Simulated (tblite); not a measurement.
Geometry relaxation, with input and output: C5H16N2Si2 (part 1 of 2)

System: C5H16N2Si2.
Method: GFN2-xTB geometry optimisation, gas phase (tblite 0.8.0).

It belongs to a series of runs on one base structure; here: constitutional isomer.

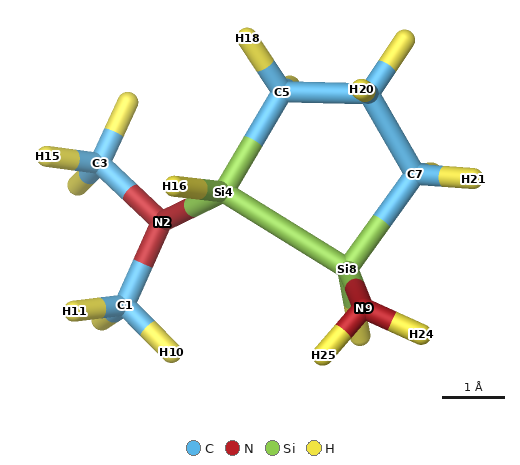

The input geometry (stick view, seen at a tilt; atoms are numbered from 1 in the order of the input).

The input
```
{"job": {"kind": "relax", "xc": "GFN2-xTB", "basis": "xTB"}, "charge": 0, "multiplicity": 1}
C      2.515800     1.237700    -0.758100
N      1.776700    -0.019800    -0.568900
C      2.766500    -1.127300    -0.623800
Si     0.447000    -0.102100     0.529600
C     -0.571900    -1.706900     0.322300
C     -2.071500    -1.435300     0.578100
C     -2.562500    -0.231500    -0.256100
Si    -1.407900     1.266700    -0.023100
N     -1.944500     2.289400     1.217400
H      1.814000     2.079500    -0.900400
H      3.147500     1.471800     0.098100
H      3.127300     1.199900    -1.656600
H      2.253800    -2.098100    -0.665000
H      3.374100    -1.055900    -1.536800
H      3.421800    -1.115100     0.244700
H      0.910500     0.088100     1.946100
H     -0.443100    -2.065600    -0.708300
H     -0.200200    -2.486900     0.991700
H     -2.654700    -2.323000     0.339000
H     -2.219400    -1.234600     1.655900
H     -3.592300     0.030900     0.034100
H     -2.573200    -0.505500    -1.312700
H     -1.249200     2.073000    -1.248800
H     -2.810200     2.759800     0.929400
H     -1.265300     3.035000     1.381300
```

The first line tells a small driver script what to run in tblite; the rest is the geometry in Å.

Launched with:
```bash
OMP_NUM_THREADS=1 python <driver script> task.json out
```

Output
```
step      E/eV     max force
  0    -766.53075    2.446
  1    -766.67002    0.732
  2    -766.70171    0.488
  3    -766.74150    0.509
  4    -766.75944    0.538
  5    -766.78556    0.350
  6    -766.80070    0.329
  7    -766.81867    0.306
  8    -766.83124    0.263
  9    -766.84041    0.208
 10    -766.84719    0.159
 11    -766.85325    0.159
 12    -766.85885    0.164
 13    -766.86400    0.136
 14    -766.86799    0.110
 15    -766.87084    0.117
 16    -766.87310    0.115
 17    -766.87521    0.098
 18    -766.87725    0.088
 19    -766.87910    0.089
 20    -766.88067    0.088
 21    -766.88201    0.085
 22    -766.88328    0.065
 23    -766.88463    0.089
 24    -766.88597    0.084
 25    -766.88704    0.064
 26    -766.88779    0.060
 27    -766.88843    0.057
 28    -766.88907    0.055
 29    -766.88964    0.062
 30    -766.89006    0.051
 31    -766.89038    0.041
 32    -766.89073    0.049
 33    -766.89110    0.045
 34    -766.89144    0.043
 35    -766.89175    0.042
 36    -766.89209    0.042
 37    -766.89247    0.048
 38    -766.89284    0.051
 39    -766.89315    0.039
 40    -766.89344    0.047
 41    -766.89379    0.046
 42    -766.89418    0.052
 43    -766.89451    0.053
 44    -766.89473    0.041
 45    -766.89489    0.035
 46    -766.89506    0.036
 47    -766.89520    0.031
 48    -766.89531    0.021
 49    -766.89539    0.019
 50    -766.89548    0.020
 51    -766.89558    0.027
 52    -766.89568    0.021
 53    -766.89575    0.017
 54    -766.89584    0.023
 55    -766.89594    0.023
 56    -766.89605    0.026
 57    -766.89614    0.017
 58    -766.89621    0.019
 59    -766.89628    0.023
 60    -766.89635    0.022
 61    -766.89641    0.021
 62    -766.89647    0.017
 63    -766.89652    0.014
 64    -766.89658    0.019
 65    -766.89664    0.016
 66    -766.89669    0.015
 67    -766.89674    0.017
 68    -766.89680    0.018
 69    -766.89689    0.023
 70    -766.89699    0.020
 71    -766.89709    0.018
 72    -766.89715    0.013
 73    -766.89720    0.015
 74    -766.89724    0.012
 75    -766.89727    0.011
 76    -766.89729    0.013
 77    -766.89733    0.018
 78    -766.89739    0.023
 79    -766.89745    0.020
 80    -766.89751    0.013
 81    -766.89757    0.014
 82    -766.89762    0.015
 83    -766.89767    0.015
 84    -766.89770    0.012
 85    -766.89773    0.012
 86    -766.89776    0.012
 87    -766.89779    0.012
 88    -766.89782    0.010
```

Trajectory as extended XYZ (Å, eV, eV/Å), 9 of the 89 frames kept, from step=0 to step=88
```
25
Properties=species:S:1:pos:R:3:forces:R:3 step=0 energy=-766.53075
C     2.5158    1.2377   -0.7581   -1.0950   0.1090   0.0200
N     1.7767   -0.0198   -0.5689    1.6300  -0.2250  -0.5060
C     2.7665   -1.1273   -0.6238   -0.9210   0.1120  -0.2540
Si    0.4470   -0.1021    0.5296   -0.7730   0.8550   0.2700
C    -0.5719   -1.7069    0.3223    0.0410  -0.0080  -0.0880
C    -2.0715   -1.4353    0.5781    0.5500   0.5080   0.1140
C    -2.5625   -0.2315   -0.2561   -0.3230   0.0220   0.3440
Si   -1.4079    1.2667   -0.0231    1.6280  -1.5260  -1.0010
N    -1.9445    2.2894    1.2174   -0.5770   1.5420   0.4820
H     1.8140    2.0795   -0.9004    0.1170  -0.4630   0.2100
H     3.1475    1.4718    0.0981    0.1230  -0.0360   0.0790
H     3.1273    1.1999   -1.6566    0.0760  -0.2280  -0.0230
H     2.2538   -2.0981   -0.6650   -0.0010   0.3710   0.1500
H     3.3741   -1.0559   -1.5368   -0.1680   0.1620   0.2320
H     3.4218   -1.1151    0.2447    0.1180   0.0210   0.0680
H     0.9105    0.0881    1.9461   -0.0760  -0.2290  -0.1700
H    -0.4431   -2.0656   -0.7083   -0.0890  -0.0260   0.2310
H    -0.2002   -2.4869    0.9917   -0.2150  -0.0430  -0.1120
H    -2.6547   -2.3230    0.3390   -0.0630  -0.0900  -0.0880
H    -2.2194   -1.2346    1.6559    0.0790   0.0450  -0.4300
H    -3.5923    0.0309    0.0341    0.2300  -0.2730  -0.1490
H    -2.5732   -0.5055   -1.3127   -0.0700  -0.0530   0.1010
H    -1.2492    2.0730   -1.2488   -0.1380  -0.0730  -0.2670
H    -2.8102    2.7598    0.9294    0.2730  -0.1850   0.5140
H    -1.2653    3.0350    1.3813   -0.3560  -0.2880   0.2740
25
Properties=species:S:1:pos:R:3:forces:R:3 step=11 energy=-766.85325
C     2.4804    1.2311   -0.7449   -0.0240   0.0430   0.0120
N     1.7992   -0.0225   -0.5491   -0.0170   0.0540   0.0110
C     2.7285   -1.1233   -0.6086   -0.0560  -0.0140   0.0290
Si    0.4381   -0.0617    0.5281    0.1130  -0.0250   0.0530
C    -0.5387   -1.6925    0.3079    0.1030   0.1180   0.0070
C    -2.0132   -1.3883    0.5671    0.0300  -0.0260  -0.0530
C    -2.5301   -0.2113   -0.2636    0.0680   0.0840   0.0160
Si   -1.3248    1.2756   -0.1157   -0.0040   0.0550  -0.0340
N    -1.9015    2.3324    1.1368    0.0180  -0.0880  -0.0530
H     1.7436    2.0226   -0.8509    0.0150   0.0710   0.0180
H     3.1466    1.4749    0.0944   -0.0250   0.0130  -0.0300
H     3.0902    1.1824   -1.6524   -0.0650   0.0330   0.0170
H     2.1743   -2.0557   -0.6140    0.0150  -0.0790   0.0260
H     3.3210   -1.0486   -1.5258   -0.0550  -0.0680   0.0260
H     3.4224   -1.1250    0.2425   -0.0130  -0.0200  -0.0210
H     0.8925    0.0069    1.9472   -0.0700  -0.0110  -0.0270
H    -0.4292   -2.0678   -0.7136    0.0110   0.0040   0.0740
H    -0.2218   -2.4879    0.9857    0.0340   0.0430  -0.0920
H    -2.5983   -2.2792    0.3253   -0.1240  -0.0530   0.0840
H    -2.1572   -1.1734    1.6306    0.0410   0.0160  -0.0700
H    -3.5485    0.0142    0.0547    0.0160   0.0610  -0.0660
H    -2.5818   -0.5227   -1.3098   -0.0330   0.0290   0.0460
H    -1.2803    1.9928   -1.4207   -0.0180  -0.0880   0.0610
H    -2.8325    2.7129    1.0378    0.1010  -0.0420   0.0430
H    -1.2899    3.0383    1.5200   -0.0580  -0.1090  -0.0790
25
Properties=species:S:1:pos:R:3:forces:R:3 step=22 energy=-766.88328
C     2.4658    1.2466   -0.7398    0.0110   0.0370   0.0080
N     1.7945   -0.0094   -0.5337    0.0080   0.0050   0.0040
C     2.7001   -1.1283   -0.5952    0.0030  -0.0200   0.0120
Si    0.4485   -0.0533    0.5479   -0.0620   0.0160  -0.0080
C    -0.5207   -1.6751    0.2926   -0.0530  -0.0030   0.0210
C    -1.9968   -1.3719    0.5610   -0.0120   0.0160  -0.0230
C    -2.5132   -0.2015   -0.2817    0.0130   0.0000   0.0020
Si   -1.2960    1.2652   -0.1488   -0.0380   0.0000  -0.0440
N    -1.8770    2.2793    1.1255    0.0180  -0.0130   0.0270
H     1.7265    2.0399   -0.8133   -0.0230   0.0300  -0.0110
H     3.1494    1.4914    0.0817    0.0570  -0.0110   0.0240
H     3.0465    1.2139   -1.6643   -0.0120  -0.0060  -0.0260
H     2.1318   -2.0528   -0.5605   -0.0160  -0.0200  -0.0010
H     3.2684   -1.0955   -1.5284   -0.0190  -0.0090  -0.0030
H     3.4125   -1.1319    0.2384    0.0420   0.0240   0.0020
H     0.8469   -0.0070    1.9783    0.0130   0.0170   0.0290
H    -0.4034   -2.0411   -0.7305   -0.0340   0.0150   0.0420
H    -0.1926   -2.4722    0.9606   -0.0230  -0.0320  -0.0420
H    -2.6076   -2.2601    0.3643    0.0340  -0.0060   0.0200
H    -2.1146   -1.1247    1.6207    0.0120   0.0020  -0.0520
H    -3.5214    0.0630    0.0416    0.0270  -0.0490  -0.0180
H    -2.5900   -0.5176   -1.3241   -0.0040  -0.0300   0.0450
H    -1.2852    1.9457   -1.4642    0.0330   0.0430  -0.0130
H    -2.8170    2.6410    1.0694    0.0480  -0.0170   0.0090
H    -1.2663    2.9805    1.5114   -0.0210   0.0120  -0.0060
25
Properties=species:S:1:pos:R:3:forces:R:3 step=33 energy=-766.89110
C     2.4678    1.2546   -0.7347    0.0130   0.0040   0.0040
N     1.7965    0.0007   -0.5128    0.0000   0.0000  -0.0010
C     2.6912   -1.1258   -0.5845    0.0090  -0.0010   0.0050
Si    0.4422   -0.0489    0.5561   -0.0120   0.0310  -0.0220
C    -0.5234   -1.6712    0.2900   -0.0320  -0.0030   0.0040
C    -1.9947   -1.3630    0.5646   -0.0240  -0.0060   0.0000
C    -2.5120   -0.2084   -0.2975   -0.0080  -0.0180   0.0040
Si   -1.2941    1.2609   -0.1760    0.0030  -0.0150   0.0200
N    -1.8548    2.2497    1.1270   -0.0050  -0.0100   0.0010
H     1.7322    2.0542   -0.7827   -0.0160  -0.0020  -0.0020
H     3.1799    1.4920    0.0653    0.0340  -0.0230   0.0090
H     3.0176    1.2206   -1.6786   -0.0060  -0.0020  -0.0110
H     2.1156   -2.0440   -0.5160    0.0010  -0.0100  -0.0010
H     3.2280   -1.1138   -1.5367    0.0000  -0.0070  -0.0030
H     3.4302   -1.1210    0.2260    0.0300   0.0210  -0.0080
H     0.8270    0.0105    1.9905   -0.0010  -0.0030   0.0160
H    -0.4195   -2.0155   -0.7411    0.0030  -0.0030   0.0020
H    -0.2025   -2.4897    0.9343    0.0160   0.0020   0.0000
H    -2.6028   -2.2573    0.3903   -0.0070   0.0060  -0.0020
H    -2.1076   -1.0954    1.6185    0.0140   0.0040  -0.0080
H    -3.5214    0.0506    0.0234   -0.0020   0.0140  -0.0130
H    -2.5922   -0.5489   -1.3309    0.0220   0.0060  -0.0050
H    -1.2634    1.9713   -1.4764   -0.0130  -0.0090   0.0000
H    -2.7994    2.5974    1.0941   -0.0440   0.0080   0.0080
H    -1.2510    2.9647    1.4967    0.0250   0.0160   0.0050
25
Properties=species:S:1:pos:R:3:forces:R:3 step=44 energy=-766.89473
C     2.4789    1.2488   -0.7320    0.0030   0.0140   0.0000
N     1.8034    0.0000   -0.4976    0.0050   0.0060  -0.0180
C     2.7008   -1.1234   -0.5799   -0.0040  -0.0070  -0.0010
Si    0.4356   -0.0448    0.5546    0.0190   0.0070  -0.0050
C    -0.5334   -1.6667    0.2855    0.0150   0.0060   0.0090
C    -2.0031   -1.3581    0.5674    0.0040  -0.0030  -0.0030
C    -2.5149   -0.2128   -0.3085   -0.0040   0.0030  -0.0020
Si   -1.3058    1.2616   -0.1745    0.0020   0.0060   0.0060
N    -1.8604    2.2459    1.1352    0.0040   0.0140   0.0050
H     1.7512    2.0564   -0.7431   -0.0050   0.0130   0.0070
H     3.2269    1.4638    0.0419    0.0040  -0.0030   0.0070
H     2.9925    1.2203   -1.6969   -0.0120  -0.0060  -0.0070
H     2.1354   -2.0433   -0.4696    0.0050  -0.0210   0.0150
H     3.2001   -1.1295   -1.5529   -0.0050  -0.0020  -0.0050
H     3.4739   -1.0905    0.1981    0.0000  -0.0040   0.0000
H     0.8080    0.0147    1.9940   -0.0040  -0.0050  -0.0050
H    -0.4331   -2.0068   -0.7477   -0.0010  -0.0050   0.0120
H    -0.2032   -2.4856    0.9246   -0.0100  -0.0070   0.0060
H    -2.6146   -2.2521    0.4070   -0.0030  -0.0090  -0.0160
H    -2.1088   -1.0793    1.6190    0.0010   0.0130  -0.0040
H    -3.5334    0.0433   -0.0168   -0.0060  -0.0030   0.0130
H    -2.5655   -0.5595   -1.3418    0.0050   0.0040  -0.0070
H    -1.2790    1.9684   -1.4771   -0.0110   0.0070   0.0090
H    -2.8090    2.5861    1.1327   -0.0190  -0.0250  -0.0270
H    -1.2534    2.9674    1.4878    0.0160   0.0060   0.0120
```
